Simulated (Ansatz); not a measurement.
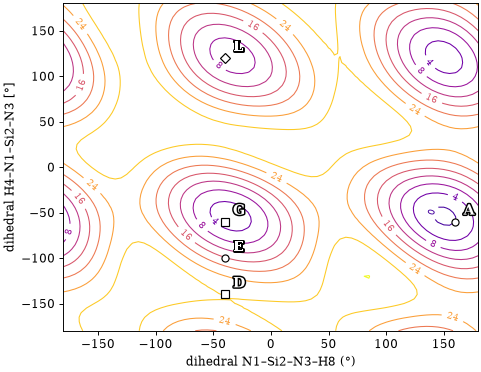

H₆N₂Si, SMILES N[SiH2]N. The first coordinate is: dihedral N1–Si2–N3–H8; the second: dihedral H4–N1–Si2–N3. Nothing is relaxed (all other coordinates rigid). The grid has 18 × 18 points. Points are written as (first, second). Energies are in kJ/mol, from the lowest grid point. Level of theory: Ansatz 0.2.0, RHF/def2-SVP.

In the figure: contour lines labelled in kJ/mol (none above 32), lettered points. Between grid points the surface is interpolated.

Q: Is L the lowest point of the computed grid?

A: No. L lies 6.2 kJ/mol above the lowest grid point, which is at (160°, −60°). It is a local minimum.

Q: What kind of point is each of A, D, E, G, L: minimum, saddle, maximum or slope?

A: A: minimum; D: saddle point; E: on a slope; G: minimum; L: minimum. (In these two coordinates alone; a stationary point may lie a little off the grid point.)
